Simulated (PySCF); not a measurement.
# Geometry relaxation of InO (part 2 of 2)

Continued. System: InO, multiplicity 2. Method: UHF/def2-svpd, optimize (PySCF 2.14.0). 

Geometry of the input (Å):
```
In 0.0000  0.0000  0.0000
O  0.0000  0.0000  1.8900
```

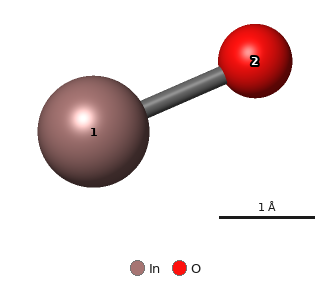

*The input geometry (ball-and-stick view, seen at an oblique angle; atoms are numbered from 1 in the order of the input). Sticks mark near contacts.*

What the program printed, continued:
```
******** <class 'pyscf.scf.hf.UHF_Scanner'> ********
method = UHF_Scanner
initial guess = minao
damping factor = 0
level_shift factor = 0
DIIS = <class 'pyscf.scf.diis.CDIIS'>
diis_start_cycle = 1
diis_space = 20
diis_damp = 0
SCF conv_tol = 1e-09
SCF conv_tol_grad = None
SCF max_cycles = 50
direct_scf = True
direct_scf_tol = 1e-13
number electrons alpha = 15  beta = 14
Set gradient conv threshold to 3.16228e-05
init E= -263.985149318465
  alpha nocc = 15  HOMO = -0.365781009457756  LUMO = 0.0348116410496491
  beta  nocc = 14  HOMO = -0.382845351894115  LUMO = 0.0331204609236823
  HOMO = -0.365781009458  LUMO = 0.0331204609237  gap/eV = 10.85466
cycle= 1 E= -263.976039047919  delta_E= 0.00911  |g|= 0.0222  |ddm|= 0.129
  alpha nocc = 15  HOMO = -0.372534434686031  LUMO = 0.0254887022290659
  beta  nocc = 14  HOMO = -0.390584169331305  LUMO = 0.0243806333189772
  HOMO = -0.372534434686  LUMO = 0.024380633319  gap/eV = 10.80061
cycle= 2 E= -263.976359538234  delta_E= -0.00032  |g|= 0.0104  |ddm|= 0.0436
  alpha nocc = 15  HOMO = -0.370799759474355  LUMO = 0.0262434800985543
  beta  nocc = 14  HOMO = -0.389193957054954  LUMO = 0.0262434800985515
  HOMO = -0.370799759474  LUMO = 0.0262434800986  gap/eV = 10.80410
cycle= 3 E= -263.976438765437  delta_E= -7.92e-05  |g|= 0.00431  |ddm|= 0.0125
  alpha nocc = 15  HOMO = -0.369816384644757  LUMO = 0.026559802369689
  beta  nocc = 14  HOMO = -0.388845362010754  LUMO = 0.0265598023696745
  HOMO = -0.369816384645  LUMO = 0.0265598023697  gap/eV = 10.78595
cycle= 4 E= -263.976476213794  delta_E= -3.74e-05  |g|= 0.0022  |ddm|= 0.0109
  alpha nocc = 15  HOMO = -0.369510537372889  LUMO = 0.0265059813691217
  beta  nocc = 14  HOMO = -0.388983138190284  LUMO = 0.0265059813691207
  HOMO = -0.369510537373  LUMO = 0.0265059813691  gap/eV = 10.77616
cycle= 5 E= -263.976492336027  delta_E= -1.61e-05  |g|= 0.0013  |ddm|= 0.00792
  alpha nocc = 15  HOMO = -0.368978223035622  LUMO = 0.0265126106839002
  beta  nocc = 14  HOMO = -0.388941613352873  LUMO = 0.0265126106838911
  HOMO = -0.368978223036  LUMO = 0.0265126106839  gap/eV = 10.76185
cycle= 6 E= -263.976501610442  delta_E= -9.27e-06  |g|= 0.000397  |ddm|= 0.00968
  alpha nocc = 15  HOMO = -0.368770566916076  LUMO = 0.0265399051313983
  beta  nocc = 14  HOMO = -0.388908610115949  LUMO = 0.0265399051313783
  HOMO = -0.368770566916  LUMO = 0.0265399051314  gap/eV = 10.75695
cycle= 7 E= -263.976502364817  delta_E= -7.54e-07  |g|= 9.03e-05  |ddm|= 0.00325
  alpha nocc = 15  HOMO = -0.368760490955641  LUMO = 0.0265464064559562
  beta  nocc = 14  HOMO = -0.388914478378134  LUMO = 0.0265464064559244
  HOMO = -0.368760490956  LUMO = 0.0265464064559  gap/eV = 10.75685
cycle= 8 E= -263.976502389295  delta_E= -2.45e-08  |g|= 4.6e-05  |ddm|= 0.000359
  alpha nocc = 15  HOMO = -0.368759902013409  LUMO = 0.0265469249294132
  beta  nocc = 14  HOMO = -0.388917808130419  LUMO = 0.0265469249294016
  HOMO = -0.368759902013  LUMO = 0.0265469249294  gap/eV = 10.75685
cycle= 9 E= -263.976502395988  delta_E= -6.69e-09  |g|= 2.27e-05  |ddm|= 0.000152
  alpha nocc = 15  HOMO = -0.368756864143524  LUMO = 0.0265471273417507
  beta  nocc = 14  HOMO = -0.388916195888679  LUMO = 0.0265471273417249
  HOMO = -0.368756864144  LUMO = 0.0265471273417  gap/eV = 10.75677
cycle= 10 E= -263.976502397831  delta_E= -1.84e-09  |g|= 8.84e-06  |ddm|= 9.62e-05
  alpha nocc = 15  HOMO = -0.36875635056915  LUMO = 0.0265463893215515
  beta  nocc = 14  HOMO = -0.38891547686181  LUMO = 0.0265463893215446
  HOMO = -0.368756350569  LUMO = 0.0265463893215  gap/eV = 10.75674
cycle= 11 E= -263.97650239808  delta_E= -2.49e-10  |g|= 3.29e-06  |ddm|= 3.56e-05
  alpha nocc = 15  HOMO = -0.368756184805648  LUMO = 0.0265464272228758
  beta  nocc = 14  HOMO = -0.388915299420003  LUMO = 0.0265464272228496
  HOMO = -0.368756184806  LUMO = 0.0265464272228  gap/eV = 10.75673
Extra cycle  E= -263.976502398097  delta_E= -1.67e-11  |g|= 2.19e-06  |ddm|= 5.14e-06
converged SCF energy = -263.976502398097  <S^2> = 0.79110752  2S+1 = 2.0406935

******** <class 'pyscf.grad.rhf.Gradients_Scanner'> for <class 'pyscf.scf.hf.UHF_Scanner'> ********
unit = Eh/Bohr
--------------- UHF_Scanner gradients ---------------
         x                y                z
0 In     0.0000000000    -0.0000000000    -0.0008982906
1 O    -0.0000000000     0.0000000000     0.0008982906
----------------------------------------------
cycle 2: E = -263.976502398  dE = -0.0075997  norm(grad) = 0.00127037
Step    1 : Displace = 7.822e-02/7.822e-02 (rms/max) Trust = 1.000e-01 (=) Grad = 8.983e-04/8.983e-04 (rms/max) E (change) = -263.9765023981 (-7.600e-03) Quality = 0.863
Hessian Eigenvalues: 5.00000e-02 5.00000e-02 5.00000e-02 ... 5.00000e-02 5.00000e-02 2.04435e-01

Geometry optimization cycle 3
Cartesian coordinates (Angstrom)
 Atom        New coordinates             dX        dY        dZ
  In  -0.000000   0.000000  -0.077062   -0.000000  0.000000  0.001163
   O   0.000000  -0.000000   1.967062    0.000000 -0.000000 -0.001163
New geometry
   1 In    -0.000000000000   0.000000000000  -0.077062137738 AA   -0.000000000000   0.000000000000  -0.145626334898 Bohr
   2 O      0.000000000000  -0.000000000000   1.967062137737 AA    0.000000000000  -0.000000000000   3.717208710325 Bohr

******** <class 'pyscf.scf.hf.UHF_Scanner'> ********
method = UHF_Scanner
initial guess = minao
damping factor = 0
level_shift factor = 0
DIIS = <class 'pyscf.scf.diis.CDIIS'>
diis_start_cycle = 1
diis_space = 20
diis_damp = 0
SCF conv_tol = 1e-09
SCF conv_tol_grad = None
SCF max_cycles = 50
direct_scf = True
direct_scf_tol = 1e-13
number electrons alpha = 15  beta = 14
Set gradient conv threshold to 3.16228e-05
init E= -263.976646510895
  alpha nocc = 15  HOMO = -0.3685679363509  LUMO = 0.0266149050251629
  beta  nocc = 14  HOMO = -0.388750351436578  LUMO = 0.0266149050251388
  HOMO = -0.368567936351  LUMO = 0.0266149050251  gap/eV = 10.75347
cycle= 1 E= -263.976504943077  delta_E= 0.000142  |g|= 0.0002  |ddm|= 0.00165
  alpha nocc = 15  HOMO = -0.368536878565234  LUMO = 0.026690518746087
  beta  nocc = 14  HOMO = -0.388717497415179  LUMO = 0.0266905187460828
  HOMO = -0.368536878565  LUMO = 0.0266905187461  gap/eV = 10.75469
cycle= 2 E= -263.976504987275  delta_E= -4.42e-08  |g|= 6.96e-05  |ddm|= 0.000487
  alpha nocc = 15  HOMO = -0.368560017570299  LUMO = 0.026681537190827
  beta  nocc = 14  HOMO = -0.388730536259371  LUMO = 0.0266815371908033
  HOMO = -0.36856001757  LUMO = 0.0266815371908  gap/eV = 10.75507
cycle= 3 E= -263.976504996607  delta_E= -9.33e-09  |g|= 3.57e-05  |ddm|= 0.000171
  alpha nocc = 15  HOMO = -0.368565327064093  LUMO = 0.0266816556409956
  beta  nocc = 14  HOMO = -0.388728245247433  LUMO = 0.0266816556409821
  HOMO = -0.368565327064  LUMO = 0.026681655641  gap/eV = 10.75522
cycle= 4 E= -263.976505000999  delta_E= -4.39e-09  |g|= 2.1e-05  |ddm|= 0.000136
  alpha nocc = 15  HOMO = -0.368572161721968  LUMO = 0.0266814888228316
  beta  nocc = 14  HOMO = -0.38872852669896  LUMO = 0.0266814888228094
  HOMO = -0.368572161722  LUMO = 0.0266814888228  gap/eV = 10.75540
cycle= 5 E= -263.976505003372  delta_E= -2.37e-09  |g|= 8.98e-06  |ddm|= 0.000138
  alpha nocc = 15  HOMO = -0.368576139733026  LUMO = 0.0266812516263351
  beta  nocc = 14  HOMO = -0.388728596974147  LUMO = 0.0266812516263251
  HOMO = -0.368576139733  LUMO = 0.0266812516263  gap/eV = 10.75550
cycle= 6 E= -263.976505003794  delta_E= -4.21e-10  |g|= 3.45e-06  |ddm|= 7.17e-05
  alpha nocc = 15  HOMO = -0.36857649730899  LUMO = 0.0266811302333349
  beta  nocc = 14  HOMO = -0.388728691163057  LUMO = 0.0266811302333241
  HOMO = -0.368576497309  LUMO = 0.0266811302333  gap/eV = 10.75551
Extra cycle  E= -263.976505003807  delta_E= -1.3e-11  |g|= 2.35e-06  |ddm|= 6.26e-06
converged SCF energy = -263.976505003807  <S^2> = 0.79117863  2S+1 = 2.0407632

******** <class 'pyscf.grad.rhf.Gradients_Scanner'> for <class 'pyscf.scf.hf.UHF_Scanner'> ********
unit = Eh/Bohr
--------------- UHF_Scanner gradients ---------------
         x                y                z
0 In     0.0000000000     0.0000000000    -0.0002863073
1 O    -0.0000000000    -0.0000000000     0.0002863073
----------------------------------------------
cycle 3: E = -263.976505004  dE = -2.60571e-06  norm(grad) = 0.0004049
Step    2 : Displace = 1.163e-03/1.163e-03 (rms/max) Trust = 1.414e-01 (+) Grad = 2.863e-04/2.863e-04 (rms/max) E (change) = -263.9765050038 (-2.606e-06) Quality = 1.320
Hessian Eigenvalues: 5.00000e-02 5.00000e-02 5.00000e-02 ... 5.00000e-02 5.00000e-02 1.39277e-01

Geometry optimization cycle 4
Cartesian coordinates (Angstrom)
 Atom        New coordinates             dX        dY        dZ
  In  -0.000000  -0.000000  -0.076518   -0.000000 -0.000000  0.000544
   O   0.000000   0.000000   1.966518    0.000000  0.000000 -0.000544
New geometry
   1 In    -0.000000000000  -0.000000000000  -0.076518230453 AA   -0.000000000000  -0.000000000000  -0.144598499092 Bohr
   2 O      0.000000000000   0.000000000000   1.966518230452 AA    0.000000000000   0.000000000000   3.716180874518 Bohr

******** <class 'pyscf.scf.hf.UHF_Scanner'> ********
method = UHF_Scanner
initial guess = minao
damping factor = 0
level_shift factor = 0
DIIS = <class 'pyscf.scf.diis.CDIIS'>
diis_start_cycle = 1
diis_space = 20
diis_damp = 0
SCF conv_tol = 1e-09
SCF conv_tol_grad = None
SCF max_cycles = 50
direct_scf = True
direct_scf_tol = 1e-13
number electrons alpha = 15  beta = 14
Set gradient conv threshold to 3.16228e-05
init E= -263.976570740961
  alpha nocc = 15  HOMO = -0.368488955018385  LUMO = 0.026712804222844
  beta  nocc = 14  HOMO = -0.388651862241601  LUMO = 0.0267128042228152
  HOMO = -0.368488955018  LUMO = 0.0267128042228  gap/eV = 10.75399
cycle= 1 E= -263.976505282682  delta_E= 6.55e-05  |g|= 9.36e-05  |ddm|= 0.000772
  alpha nocc = 15  HOMO = -0.368474186792486  LUMO = 0.0267485160206884
  beta  nocc = 14  HOMO = -0.388636152901091  LUMO = 0.0267485160206696
  HOMO = -0.368474186792  LUMO = 0.0267485160207  gap/eV = 10.75456
cycle= 2 E= -263.976505292489  delta_E= -9.81e-09  |g|= 3.3e-05  |ddm|= 0.000229
  alpha nocc = 15  HOMO = -0.368485192896095  LUMO = 0.0267442659347218
  beta  nocc = 14  HOMO = -0.388642342656113  LUMO = 0.026744265934702
  HOMO = -0.368485192896  LUMO = 0.0267442659347  gap/eV = 10.75474
cycle= 3 E= -263.9765052946  delta_E= -2.11e-09  |g|= 1.71e-05  |ddm|= 8.08e-05
  alpha nocc = 15  HOMO = -0.368487812786071  LUMO = 0.0267443106878965
  beta  nocc = 14  HOMO = -0.38864129838968  LUMO = 0.026744310687872
  HOMO = -0.368487812786  LUMO = 0.0267443106879  gap/eV = 10.75481
cycle= 4 E= -263.976505295611  delta_E= -1.01e-09  |g|= 1.01e-05  |ddm|= 6.52e-05
  alpha nocc = 15  HOMO = -0.368491210587941  LUMO = 0.0267442202802651
  beta  nocc = 14  HOMO = -0.388641466384523  LUMO = 0.0267442202802201
  HOMO = -0.368491210588  LUMO = 0.0267442202802  gap/eV = 10.75490
cycle= 5 E= -263.976505296166  delta_E= -5.55e-10  |g|= 4.17e-06  |ddm|= 6.77e-05
  alpha nocc = 15  HOMO = -0.368491895346278  LUMO = 0.026744157179259
  beta  nocc = 14  HOMO = -0.388641500211063  LUMO = 0.0267441571792465
  HOMO = -0.368491895346  LUMO = 0.0267441571792  gap/eV = 10.75492
Extra cycle  E= -263.976505296213  delta_E= -4.62e-11  |g|= 2.95e-06  |ddm|= 1.14e-05
converged SCF energy = -263.976505296213  <S^2> = 0.79121082  2S+1 = 2.0407948

******** <class 'pyscf.grad.rhf.Gradients_Scanner'> for <class 'pyscf.scf.hf.UHF_Scanner'> ********
unit = Eh/Bohr
--------------- UHF_Scanner gradients ---------------
         x                y                z
0 In     0.0000000000     0.0000000000     0.0000027722
1 O    -0.0000000000    -0.0000000000    -0.0000027722
----------------------------------------------
cycle 4: E = -263.976505296  dE = -2.92406e-07  norm(grad) = 3.92046e-06
```

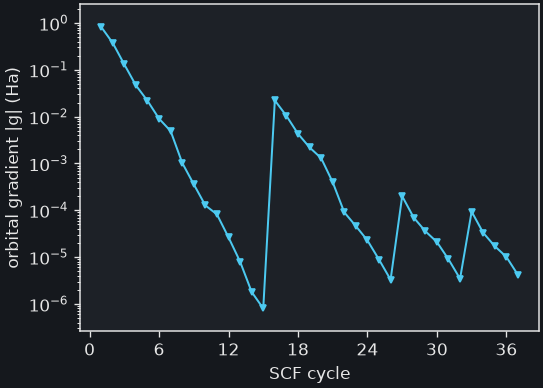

*Convergence of the self-consistent field: orbital gradient |g| against the SCF cycle.*

All cycles printed in the log are drawn one after another.

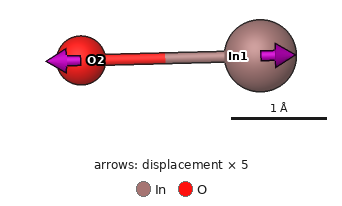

*The starting structure with the displacements as pink arrows, magnified 5 times (ball-and-stick view, seen at a tilt). The two geometries are laid on each other by the best rigid fit.*

The largest moves after the best rigid fit, 0.077 Å, are those of In1 and O2. Largest moves by element: In 0.077 Å, O 0.077 Å. Distances before and after: In1–O2 1.890 → 2.043 Å. (Atoms are counted from 1 in the order of the input.)

```
Step    3 : Displace = 5.439e-04/5.439e-04 (rms/max) Trust = 2.000e-01 (+) Grad = 2.772e-06/2.772e-06 (rms/max) E (change) = -263.9765052962 (-2.924e-07) Quality = 0.994
Hessian Eigenvalues: 5.00000e-02 5.00000e-02 5.00000e-02 ... 5.00000e-02 5.00000e-02 1.39277e-01
Converged! =D

    #| If this code has benefited your research, please support us by citing: |#
    #| Wang, L.-P.; Song, C.C. (2016) "Geometry optimization made simple with |#
    #| translation and rotation coordinates", J. Chem, Phys. 144, 214108.     |#
    #|                                     |#
optimised geometry (angstrom)
In         -0.00000000       -0.00000000       -0.07651823
O           0.00000000        0.00000000        1.96651823
orbital energies (hartree): [array([-0.4819, -0.4819, -0.3572,  0.0313,  0.0313,  0.0594]), array([-0.427 , -0.427 , -0.3768,  0.0251,  0.0356,  0.0356])]
```
